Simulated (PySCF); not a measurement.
## Electronic structure of C5H10OSi2 (SMILES COC1=C[SiH2]C=C[SiH2]1) in real space

```yaml
atoms:
  - { symbol: C, position_ang: [-3.0824, -0.2437, -0.2051] }
  - { symbol: O, position_ang: [-2.0280, 0.6807, -0.1458] }
  - { symbol: C, position_ang: [-0.7579, 0.2223, -0.1105] }
  - { symbol: C, position_ang: [-0.3941, -1.0797, -0.1216] }
  - { symbol: Si, position_ang: [1.3629, -1.6778, -0.0772] }
  - { symbol: C, position_ang: [2.5613, -0.2381, -0.0202] }
  - { symbol: C, position_ang: [2.2058, 1.0599, -0.0059] }
  - { symbol: Si, position_ang: [0.4432, 1.6833, -0.0422] }
  - { symbol: H, position_ang: [-4.0115, 0.3394, -0.2276] }
  - { symbol: H, position_ang: [-3.0216, -0.8672, -1.1141] }
  - { symbol: H, position_ang: [-3.0895, -0.9059, 0.6782] }
  - { symbol: H, position_ang: [-1.1744, -1.8506, -0.1620] }
  - { symbol: H, position_ang: [1.5957, -2.5586, 1.1137] }
  - { symbol: H, position_ang: [1.6659, -2.5237, -1.2774] }
  - { symbol: H, position_ang: [3.6341, -0.4814, 0.0047] }
  - { symbol: H, position_ang: [3.0019, 1.8187, 0.0298] }
  - { symbol: H, position_ang: [0.2164, 2.5560, -1.2348] }
  - { symbol: H, position_ang: [0.1467, 2.5003, 1.1746] }
```

Geometry: PBE0-D3(BJ)/def2-SVP.

Level of theory: PySCF 2.14.0, PBE0/pcSseg-1, SCF density, gas phase, non-relativistic.

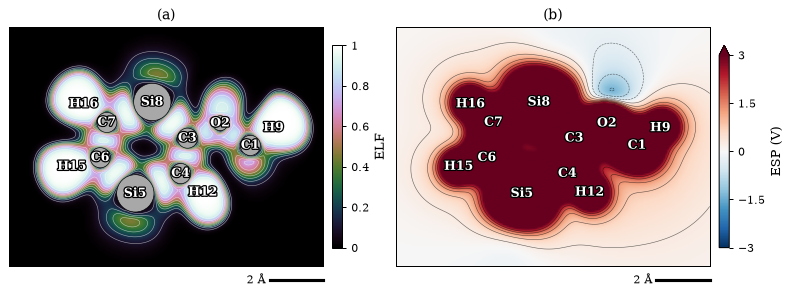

Figure 1. (a) ELF; (b) molecular electrostatic potential on the plane of atoms Si5, C6 and C7. Grey discs cover the atomic cores in the ELF map.

What do the fields say about this system?

The plane passes through C, O, Si and H nuclei.
C–C (1.35 Å): the ELF peaks at about 0.90 between the atoms: localised, covalent bonding.
C–O (1.35 Å): the ELF peaks at about 0.90 between the atoms, as expected for a shared but strongly polarised pair.
C–Si (1.86 Å): the ELF peaks at about 0.95 between the atoms: localised, covalent bonding.
C–H (1.10 Å): the ELF climbs to about 1 towards the hydrogen, as it does in any bond to H; a covalent bond by its length.
C–O (1.40 Å): the ELF peaks at about 0.90 between the atoms (a shared but strongly polarised pair).
The ELF also peaks beside O2, away from the bonds: lone-pair regions.
Outside the dense part of the molecule the potential is most negative (−1.4 V) near O2.

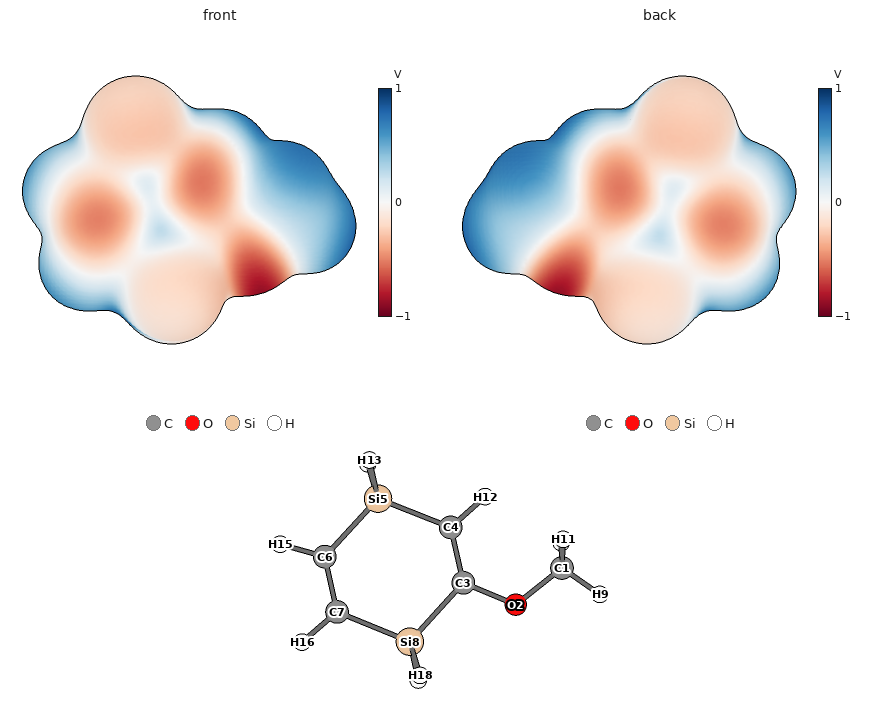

Figure 2. The electrostatic potential painted on the density surface at 0.001 e/bohr³, seen from the front and from behind; the colour scale runs from red (negative) to blue (positive). The bare structure is drawn below in the same view.

Describe the electrostatic potential map.

The most negative region (about −0.8 V) lies over O2, the most positive (about +0.8 V) over C1, Si8, H9 and H12.
